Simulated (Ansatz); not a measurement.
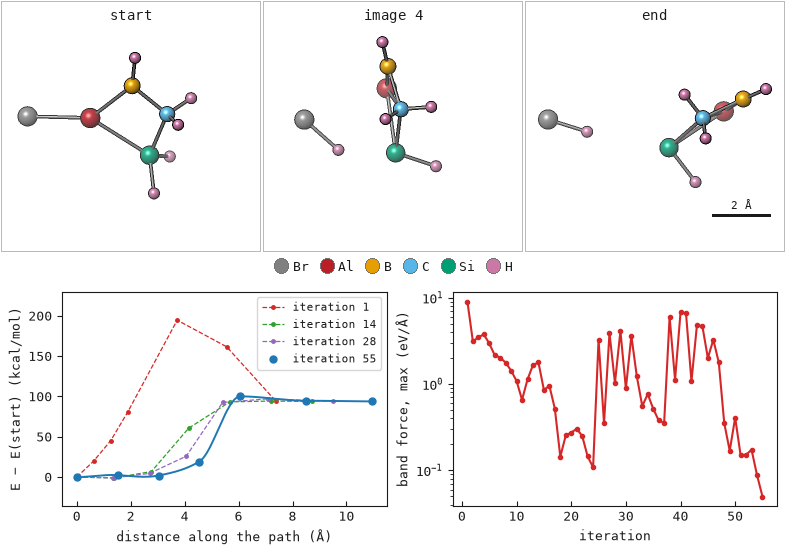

NEB run on CH5AlBBrSi. Images are numbered from 0 (start) to 6 (end). The plot follows the band through its iterations. Style: ball-and-stick. Shown at a tilt.

These are results of RHF/def2-mTZVP in Ansatz 0.2.0, not measurements. Run with 5 movable images; climbing image; force threshold 0.05 eV/Å; iteration limit 60; starting path through a guess of the saddle point.

Judge this run.

Answer. The run is converged, with reservations. The band converged in 55 iterations. The largest component of the band force went from 9.1 to 0.05 eV/Å. The climbing image converged on the top of the path. Its vibrational analysis gives one imaginary mode (812i cm⁻¹), as a transition state must have. The first iteration put the highest image at 194.7 kcal/mol. Forward barrier 100.1 kcal/mol, backward barrier 6.3 kcal/mol, with image 4 at the top; the reaction energy is +93.8 kcal/mol.

The run took 13 min on 2 threads of Arm Neoverse V1 (shared host), peak memory 0.43 GiB.
